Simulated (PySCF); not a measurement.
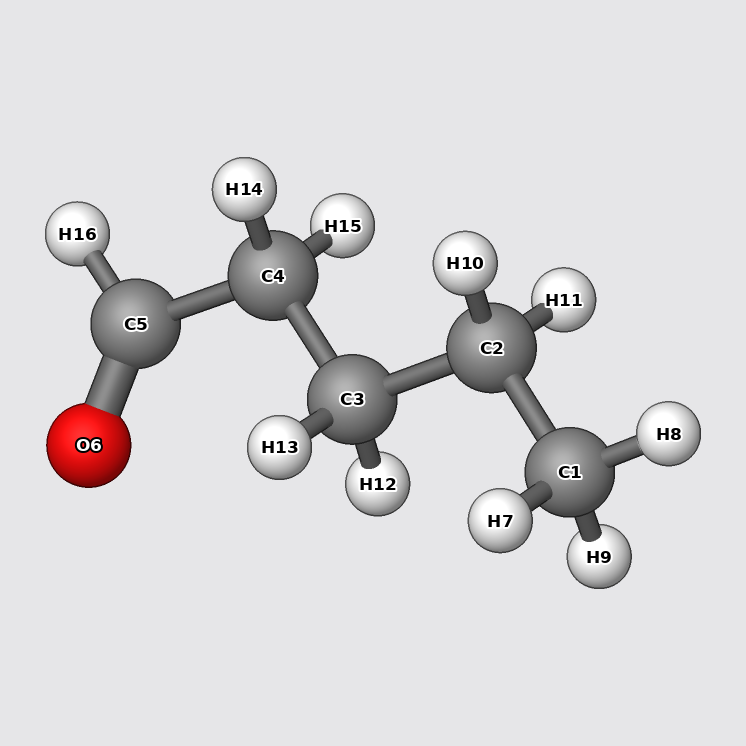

The thickness of each stick grows with its Mayer bond order. The geometry was computed by an optimisation with GFN2-xTB. No frequency run is at hand to confirm it as a minimum. Level of theory: PBE0/pcSseg-1 (PySCF 2.14.0).

### Which bond has the highest Mayer bond order?

C5–O6, 2.04, at a length of 1.198 Å.

List the Mayer bond orders of C1–C2, C1–H8, C1–H7, C2–C3, C2–H10, C3–C4, C3–H12, C4–C5, C4–H14, C5–O6, C5–H16 (one bond of each equivalent set).

```json
{"bond": "C1–C2", "Mayer order": "1.07", "length (Å)": "1.523"}
{"bond": "C1–H8", "Mayer order": "0.97", "length (Å)": "1.087"}
{"bond": "C1–H7", "Mayer order": "0.97", "length (Å)": "1.088"}
{"bond": "C2–C3", "Mayer order": "1.03", "length (Å)": "1.526"}
{"bond": "C2–H10", "Mayer order": "0.95", "length (Å)": "1.093"}
{"bond": "C3–C4", "Mayer order": "1.02", "length (Å)": "1.525"}
{"bond": "C3–H12", "Mayer order": "0.95", "length (Å)": "1.092"}
{"bond": "C4–C5", "Mayer order": "1.00", "length (Å)": "1.499"}
{"bond": "C4–H14", "Mayer order": "0.93", "length (Å)": "1.094"}
{"bond": "C5–O6", "Mayer order": "2.04", "length (Å)": "1.198"}
{"bond": "C5–H16", "Mayer order": "0.94", "length (Å)": "1.110"}
```
